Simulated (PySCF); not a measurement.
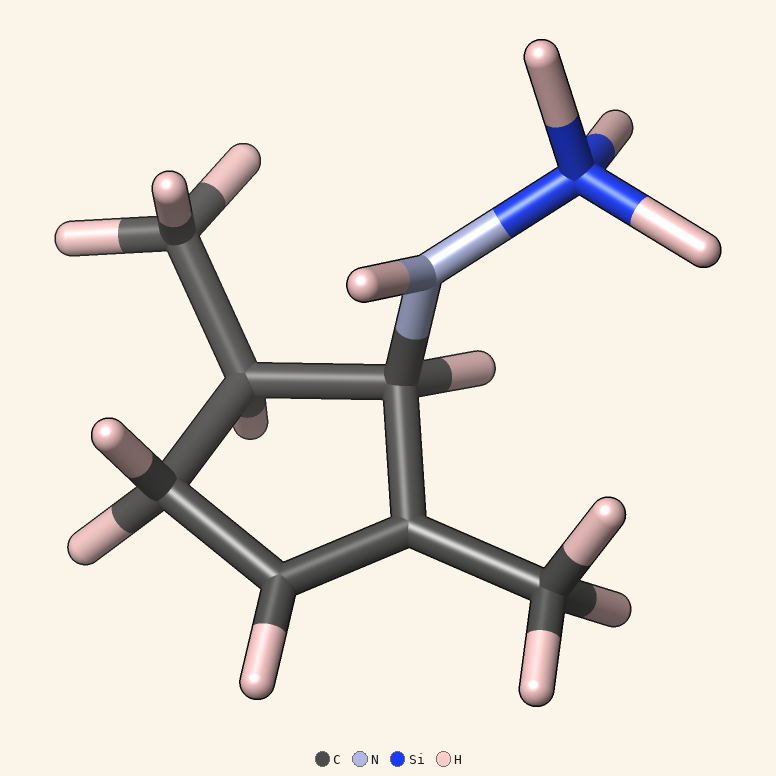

Computed geometry: GFN2-xTB optimisation. No frequency run is at hand to confirm it as a minimum. Properties computed with PBE0/pcSseg-1, gas phase (PySCF 2.14.0).

Predict the main results.

The species is C₇H₁₅NSi (`CC1=CC[C@@H](C)[C@H]1N[SiH3]`).
- dipole moment: 0.81 D
- HOMO energy (Kohn–Sham orbital): −6.53 eV
- LUMO energy (Kohn–Sham orbital): 0.49 eV
- HOMO–LUMO gap: 7.03 eV

The geometry is semi-empirical. Around Si such bond lengths and angles can be off by a tenth of an ångström or more and by several degrees, and values that hang on the shape move with them.
